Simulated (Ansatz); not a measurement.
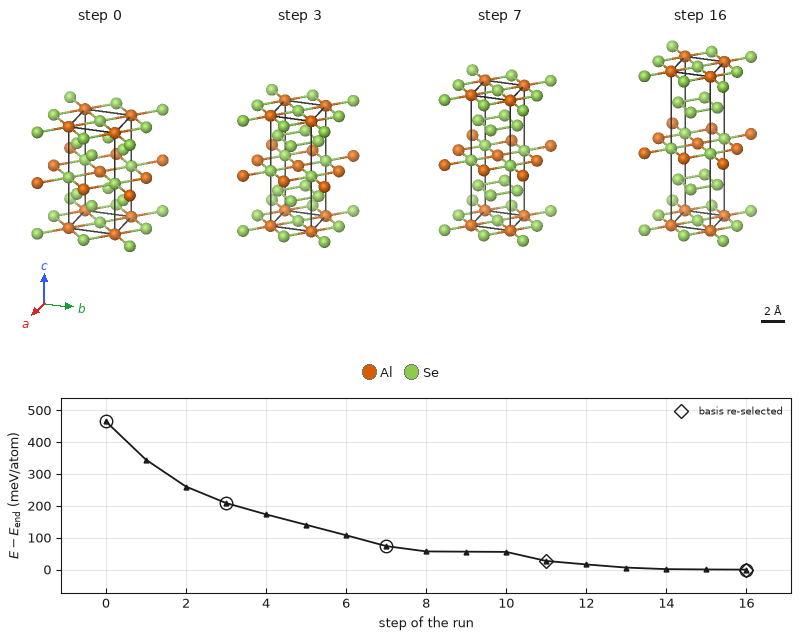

Frames of a relaxation of a crystal of AlSe3 (built on the TiAl3 (D0_22)_139 type) (coarse preliminary run), marked on the history of the run. The picture is a ball-and-stick view of the conventional cell (2 times the calculation's cell), seen from a free direction. Lengths and directions refer to the drawn axes.

Case: TiAl3 (D0_22) type (I4/mmm, No. 139).

All numbers below come from DFT PBE, scalar-relativistic, plane waves, PAW (Ansatz). (plane-wave cutoff 420 eV; k-point mesh 6 × 6 × 6; occupations gaussian; smearing width 0.1 eV; no spin polarisation; cell and atoms relaxed; force threshold 0.04 eV/Å; at most 70 steps)

### What happens along the run?

The atoms keep their places relative to the cell (all moves are under 0.005 Å). The drawn cell changes as follows: a = b 4.379 → 3.723 Å (−15.0 %), c 9.782 → 14.866 Å (+52.0 %); the volume changes by +9.8 %. Among the contacts that change: Se–Se 3.283 → 4.156 Å, Al–Se 3.097 → 2.632 Å, Se–Se 3.097 → 2.632 Å. The space group stays I4/mmm (No. 139). The energy falls by 465 meV per atom in 14 accepted moves (16 points after the start). All forces vanish by symmetry, so only the cell relaxes. The pressure goes from −7.19 to 0.03 GPa. The SCF was repeated twice at an unchanged geometry on a basis and grid sized afresh for the cell, which shifted the energy by 28.4 meV per atom at most. The run took 110 s on 1 thread of Arm Neoverse V1 (shared host), peak memory 0.48 GiB. From step 0 to 3: volume −15.7 %, energy −256 meV per atom. From step 3 to 7: volume +9.4 %, energy −135 meV per atom. From step 7 to 16: volume +19.1 %, energy −73.9 meV per atom.
